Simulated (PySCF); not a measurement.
**Two runs on C4H10N2OSi2**

System: C4H10N2OSi2.
Method of run A: GIAO wB97X-D/pcSseg-1 NMR shielding, non-relativistic, gas phase (PySCF 2.14.0).

The geometry comes from this level: PBE0-D3(BJ)/def2-SVP. Text and figures count atoms from 1; the logs count them from 0 in places.

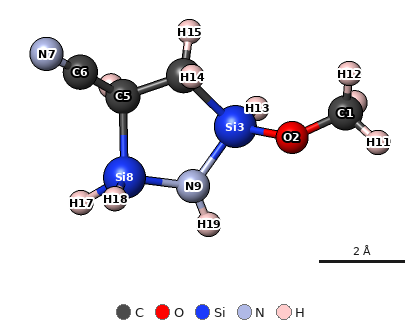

The input geometry (ball-and-stick view, seen at a tilt; atoms are numbered from 1 in the order of the input).

**Input file, run A**
```
{"job": {"kind": "nmr", "xc": "wB97X-D", "basis": "pcSseg-1", "pop": false}, "charge": 0, "multiplicity": 1}
C      2.460152     0.963727    -0.639752
O      1.356118     0.330496    -0.059510
Si     0.009499    -0.244077    -0.840819
C     -1.470873     0.922914    -0.712529
C     -2.756767     0.084461    -0.527545
C     -3.885127     0.832848    -0.008702
N     -4.779154     1.420295     0.437560
Si    -2.292700    -1.433242     0.551327
N     -0.652243    -1.606773    -0.001639
H      2.649201     0.617159    -1.672882
H      3.357827     0.748359    -0.039305
H      2.326982     2.059586    -0.668097
H      0.434978    -0.541021    -2.245551
H     -1.297373     1.544782     0.182499
H     -1.562870     1.614523    -1.564900
H     -3.062354    -0.342042    -1.500136
H     -3.145522    -2.615883     0.233056
H     -2.433027    -1.118113     2.004652
H     -0.087519    -2.418744     0.224190
```

The first line tells a small driver script what to run in PySCF; the rest is the geometry in Å.

Command:
```bash
OMP_NUM_THREADS=1 python <driver script> task.json out
```

Hardware: 1 CPU thread, shared host.

**Output (run A)**
```
coarse grid: 17008 points
cycle   1  E = -921.8150624374  dE =  1.261e+00  |g| = 8.951e-01  |ddm| = 3.993e+00
cycle   2  E = -921.7003327160  dE =  1.147e-01  |g| = 1.219e+00  |ddm| = 1.651e+00
cycle   3  E = -921.9822057279  dE = -2.819e-01  |g| = 1.300e-01  |ddm| = 9.604e-01
cycle   4  E = -921.9847707726  dE = -2.565e-03  |g| = 8.103e-02  |ddm| = 1.296e-01
cycle   5  E = -921.9860841316  dE = -1.313e-03  |g| = 1.487e-02  |ddm| = 7.331e-02
cycle   6  E = -921.9861288509  dE = -4.472e-05  |g| = 4.329e-03  |ddm| = 1.564e-02
cycle   7  E = -921.9861329913  dE = -4.140e-06  |g| = 1.471e-03  |ddm| = 5.636e-03
final grid: 155600 points
cycle   8  E = -922.0541550275  dE = -1.880e-04  |g| = 9.635e-03  |ddm| = 4.434e-02
cycle   9  E = -922.0541520650  dE =  2.963e-06  |g| = 1.083e-02  |ddm| = 1.381e-02
cycle  10  E = -922.0541742097  dE = -2.214e-05  |g| = 1.396e-03  |ddm| = 6.969e-03
cycle  11  E = -922.0541744867  dE = -2.770e-07  |g| = 8.146e-04  |ddm| = 1.525e-03
cycle  12  E = -922.0541746317  dE = -1.450e-07  |g| = 2.436e-04  |ddm| = 7.567e-04
cycle  13  E = -922.0541746439  dE = -1.223e-08  |g| = 4.417e-05  |ddm| = 2.414e-04
cycle  14  E = -922.0541746445  dE = -5.580e-10  |g| = 1.897e-05  |ddm| = 7.262e-05
converged SCF energy = -922.0541746445

GIAO shielding tensors (ppm)
atom      isotropic    diamagn.    paramagn.     s11        s22        s33       span
  0 C      131.829     239.497    -107.668    104.414    108.441    182.632     78.218
  1 O      303.001     402.006     -99.006    236.457    317.013    355.532    119.075
  2 Si     351.443     882.460    -531.017    317.559    350.432    386.338     68.779
  3 C      169.871     259.582     -89.711    156.490    170.902    182.220     25.730
  4 C      176.741     254.886     -78.145    160.032    174.305    195.887     35.855
  5 C       57.850     256.415    -198.565    -63.274    -58.643    295.466    358.741
  6 N      -34.684     338.617    -373.301   -206.508   -193.218    295.674    502.182
  7 Si     373.871     879.107    -505.236    346.231    356.290    419.092     72.861
  8 N      234.061     327.941     -93.880    204.518    225.939    271.726     67.208
  9 H       27.851      28.041      -0.190     24.011     25.557     33.986      9.975
 10 H       27.593      27.460       0.133     23.118     25.093     34.569     11.451
 11 H       27.803      28.407      -0.603     23.035     25.768     34.608     11.573
 12 H       26.484      30.677      -4.193     23.405     24.516     31.530      8.125
 13 H       30.549      35.632      -5.083     26.129     29.640     35.878      9.749
 14 H       30.104      32.736      -2.632     25.102     28.720     36.489     11.387
 15 H       29.760      27.682       2.078     25.216     28.266     35.799     10.582
 16 H       26.628      27.023      -0.395     23.334     24.233     32.317      8.983
 17 H       26.595      29.040      -2.445     23.379     24.446     31.960      8.581
 18 H       30.793      32.281      -1.489     22.557     26.904     42.917     20.360
```

Run B used a changed input.

**The two runs side by side**

```csv
quantity,run A,run B
outcome,converged,converged
total energy (hartree),−922.054175,−921.537772
HOMO (eV),−9.73,−7.85
LUMO (eV),2.02,0.22
dipole moment (D),5.38,5.31
shielding of O2 (ppm),303.0,298.6
shielding of Si3 (ppm),351.4,350.4
shielding of C4 (ppm),169.9,169.4
shielding of C5 (ppm),176.7,175.6
shielding of C6 (ppm),57.8,59.0
shielding of N7 (ppm),−34.7,−35.2
shielding of N9 (ppm),234.1,231.9
SCF iterations,14,14
basis functions,217,217
wall time (shared host),1.7 min,82 s
```

What was changed in the input?

The change (lines with − go, lines with + come):
```diff
-"xc": "wB97X-D"
+"xc": "PBE0"
-"pop": false
```

The total energies belong to different methods, so their difference says nothing on which is more stable or more accurate. The HOMO goes from −9.73 to −7.85 eV. The LUMO goes from 2.02 to 0.22 eV. The dipole moment goes from 5.38 to 5.31 D. Of all shieldings, the largest change is that of O2, by −4.4 ppm. The functional changes from wB97X-D to PBE0. The number of SCF iterations is the same.

**Output (run B)**
```
coarse grid: 17008 points
cycle   1  E = -921.3363130327  dE =  1.061e+00  |g| = 8.375e-01  |ddm| = 4.069e+00
cycle   2  E = -921.0513150219  dE =  2.850e-01  |g| = 1.450e+00  |ddm| = 2.070e+00
cycle   3  E = -921.4661367776  dE = -4.148e-01  |g| = 2.372e-01  |ddm| = 1.476e+00
cycle   4  E = -921.4765175433  dE = -1.038e-02  |g| = 1.011e-01  |ddm| = 2.249e-01
cycle   5  E = -921.4785673546  dE = -2.050e-03  |g| = 2.713e-02  |ddm| = 9.624e-02
cycle   6  E = -921.4787156128  dE = -1.483e-04  |g| = 6.318e-03  |ddm| = 2.592e-02
cycle   7  E = -921.4787238687  dE = -8.256e-06  |g| = 1.917e-03  |ddm| = 6.837e-03
final grid: 155600 points
cycle   8  E = -921.5377401168  dE = -1.641e-05  |g| = 1.269e-02  |ddm| = 2.592e-02
cycle   9  E = -921.5376994401  dE =  4.068e-05  |g| = 1.941e-02  |ddm| = 2.330e-02
cycle  10  E = -921.5377712908  dE = -7.185e-05  |g| = 1.410e-03  |ddm| = 1.473e-02
cycle  11  E = -921.5377717294  dE = -4.385e-07  |g| = 2.722e-04  |ddm| = 1.387e-03
cycle  12  E = -921.5377717365  dE = -7.092e-09  |g| = 2.093e-04  |ddm| = 3.527e-04
cycle  13  E = -921.5377717455  dE = -9.002e-09  |g| = 4.912e-05  |ddm| = 1.710e-04
cycle  14  E = -921.5377717459  dE = -4.711e-10  |g| = 1.343e-05  |ddm| = 4.086e-05
converged SCF energy = -921.5377717459

GIAO shielding tensors (ppm)
atom      isotropic    diamagn.    paramagn.     s11        s22        s33       span
  0 C      131.833     239.771    -107.938    103.783    108.159    183.556     79.773
  1 O      298.595     401.399    -102.805    228.946    314.728    352.111    123.165
  2 Si     350.413     882.399    -531.985    316.337    349.678    385.225     68.888
  3 C      169.424     259.454     -90.030    156.189    170.439    181.642     25.453
  4 C      175.638     254.120     -78.482    158.533    173.094    195.287     36.754
  5 C       59.039     255.808    -196.769    -61.018    -56.413    294.547    355.565
  6 N      -35.223     338.287    -373.510   -206.093   -193.404    293.827    499.920
  7 Si     373.613     879.178    -505.565    345.626    356.486    418.727     73.101
  8 N      231.927     327.365     -95.438    200.811    224.088    270.883     70.071
  9 H       27.700      27.836      -0.136     23.895     25.350     33.854      9.959
 10 H       27.452      27.362       0.090     22.974     24.929     34.453     11.480
 11 H       27.654      28.238      -0.584     22.875     25.596     34.492     11.617
 12 H       26.265      30.410      -4.144     23.230     24.250     31.317      8.087
 13 H       30.415      35.263      -4.848     26.006     29.513     35.727      9.722
 14 H       29.942      32.537      -2.596     24.955     28.543     36.327     11.372
 15 H       29.499      27.495       2.004     24.977     27.978     35.543     10.566
 16 H       26.425      26.896      -0.471     23.147     24.022     32.106      8.958
 17 H       26.393      28.831      -2.438     23.167     24.222     31.789      8.622
 18 H       30.652      32.196      -1.544     22.388     26.757     42.809     20.421
```
